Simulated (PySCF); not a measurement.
## Electronic structure of GaO (charge −1) in real space

```yaml
atoms:
  - { symbol: Ga, position_ang: [0.0000, 0.0000, -0.3260] }
  - { symbol: O, position_ang: [0.0000, 0.0000, 1.4050] }
```

Method: PBE0/aug-cc-pVDZ(-PP), non-relativistic Hamiltonian with scalar-relativistic core potentials where named, at a bond length of 1.731 Å in PySCF.

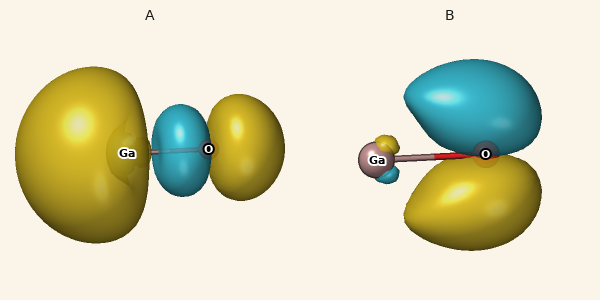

Figure 1. Two frontier orbitals, each drawn at the value that holds 80 % of its norm (yellow and cyan are the two phases), in no order; of a degenerate pair one member is drawn.

Q: Label each orbital by symmetry, say whether it is occupied, and order them by energy.

A: Orbital B: π, occupied, −1.23 eV; mainly on O (80 %).
Orbital A: σ, occupied, −0.60 eV; shared between the atoms (Ga 60 %, O 40 %).

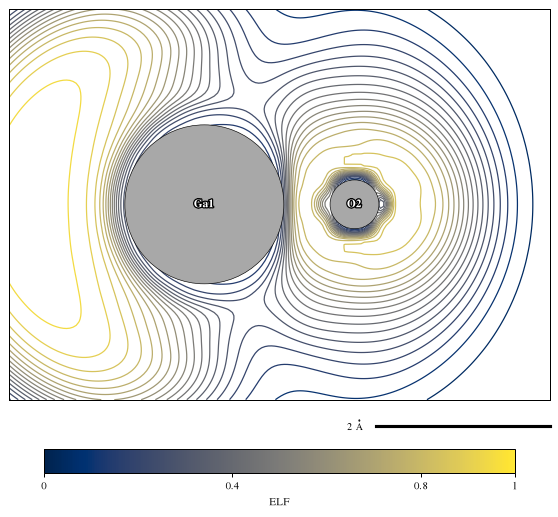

Figure 2. Electron localisation function on a plane that holds the molecular axis. Grey discs cover the atomic cores.

Q: What do the fields say about this system?

A:
- The plane passes through Ga and O nuclei.
- Ga–O (1.73 Å): the ELF peaks at about 0.85 in the valence shell of O, 0.6 Å from its nucleus, and is about 0.15 at the midpoint.
- The ELF also peaks beside O2, away from the bonds: lone-pair regions.

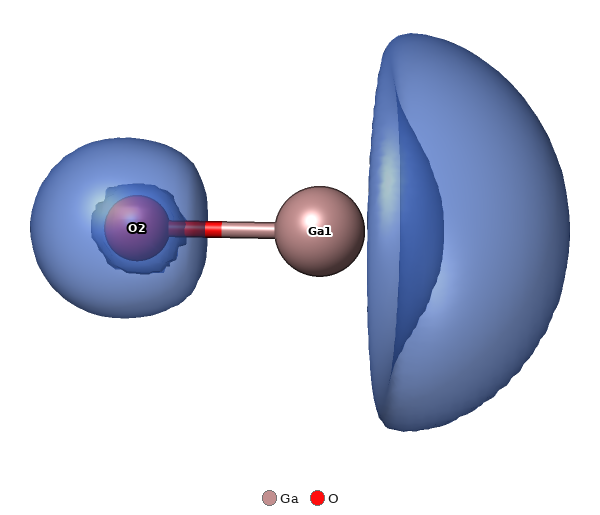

Figure 3. Isosurface of the electron localisation function at 0.75 (blue), seen from one side. Core shells and regions of very low density are left out.

Q: What do the ELF domains correspond to?

A: The surface consists of one lobe on Ga, pointing away from the bonds (lone pairs) and one region wrapped around O (its valence shell).
